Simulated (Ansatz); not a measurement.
# C₃H₃Cl₂GaO₂: taking an electron away

How much energy removes an electron from C₃H₃Cl₂GaO₂ at fixed geometry? The cation is run at each level and the neutral's energy taken from earlier runs.

Program: Ansatz 0.2.0, Gaussian basis. Level of theory: unrestricted cation, the program's frozen cores in correlated methods. These are calculated values, not measurements.

The runs, in order: UKS PBE-D4/def2-TZVPP; UKS r2SCAN-D4/def2-TZVPP; UKS PBE0-D4/def2-TZVPP; UKS B3LYP-D4/def2-TZVPP; UKS wB97X-V/def2-TZVPP; UKS wB97M-V/def2-TZVPP; UKS B2PLYP/def2-TZVPP; UHF-CCSD(T)/def2-TZVPP; UHF-MP2/def2-QZVPP; extrapolation to the limit; then −ε(HOMO) from the neutral's earlier runs with LDA (SPW92), PBE-D4, revPBE-D4, BLYP-D4, r2SCAN-D4, B97M-V, PBE0-D4, B3LYP-D4, r2SCANh-D4, r2SCAN0-D4, HSE06-D4, BHLYP-D4, CAM-B3LYP-D4, LC-ωPBE, ωB97X-V, ωB97M-V.

## Step 1: The geometry

The geometry comes from an earlier relaxation with PBE0-D4 in a triple-zeta def2 set; it is a stationary point, not always the lowest conformer.

SMILES `[Cl][Ga-]1([Cl])[O]C=CC=[O+]1`, 11 atoms, charge 0, spin multiplicity 1.

Atoms are counted from 1 here; the program's logs count them from 0.

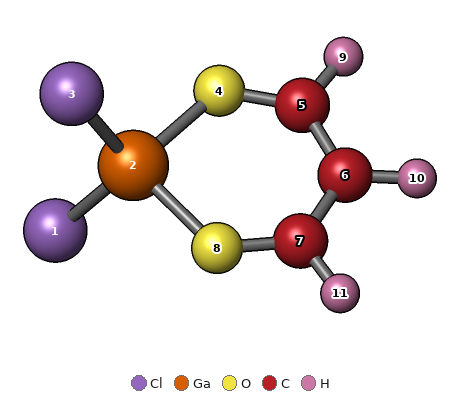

The geometry (chlorine purple, gallium orange, oxygen yellow, carbon red, hydrogen pink); atoms are numbered from 1 in the order of the file.

## Step 2: Cation, UKS PBE-D4/def2-TZVPP

Input file in.yaml:

```yaml
crystal:
  periodic: [false, false, false]
  atoms:
    - {symbol: Cl, position_ang: [-1.419429, -2.197584, 2.107834]}
    - {symbol: Ga, position_ang: [0.250965, -1.155533, 1.288661]}
    - {symbol: Cl, position_ang: [2.225245, -1.500678, 2.017003]}
    - {symbol: O, position_ang: [-0.106663, 0.719168, 1.306239]}
    - {symbol: C, position_ang: [-0.261807, 1.404821, 0.251572]}
    - {symbol: C, position_ang: [-0.206031, 0.949920, -1.059317]}
    - {symbol: C, position_ang: [0.037105, -0.373802, -1.401516]}
    - {symbol: O, position_ang: [0.239910, -1.343282, -0.610637]}
    - {symbol: H, position_ang: [-0.460149, 2.467850, 0.419834]}
    - {symbol: H, position_ang: [-0.360496, 1.664085, -1.855655]}
    - {symbol: H, position_ang: [0.061331, -0.634975, -2.464008]}
basis:
  gaussian: {orbitals: def2-TZVPP}
total_charge: 1
magnetization: {spin_polarized: true, initial_magnetization: 1}
hamiltonian: {xc: pbe, dispersion: d4}
```

After this run come: Cation, UKS r2SCAN-D4/def2-TZVPP; Cation, UKS PBE0-D4/def2-TZVPP; Cation, UKS B3LYP-D4/def2-TZVPP; Cation, UKS wB97X-V/def2-TZVPP; Cation, UKS wB97M-V/def2-TZVPP; Cation, UKS B2PLYP (frozen core)/def2-TZVPP; Cation, UHF-CCSD(T)/def2-TZVPP; Cation, UHF-MP2/def2-QZVPP.

Before running them: what should the planned runs give, taken together? Wanted: ionisation energy, CCSD(T)/CBS; nearest functional by difference; nearest −ε(HOMO); −ε(HOMO) of PBE; T1 of the cation.

**Answer**, as computed:

| quantity | value |
| --- | --- |
| ionisation energy, CCSD(T)/CBS | 10.27 eV |
| nearest functional by difference | ωB97X-V (-0.12 eV) |
| nearest −ε(HOMO) | ωB97M-V (+0.01 eV) |
| −ε(HOMO) of PBE | 7.05 eV |
| T1 of the cation | 0.023 |

What this shows: By cation minus neutral, the functionals miss by 0.65 eV at most. −ε(HOMO) of PBE misses by 3.2 eV, since self-interaction lifts the level. Among orbital estimates ωB97M-V comes nearest. Hartree-Fock falls 1.29 eV short, as the neutral has more correlation energy than the cation. Correlated methods include outer-core shells of Ga, which these sets cover unevenly. With outer-core shells in play the reference is unsure by up to some tenths of an eV, so close misses can't be ranked.
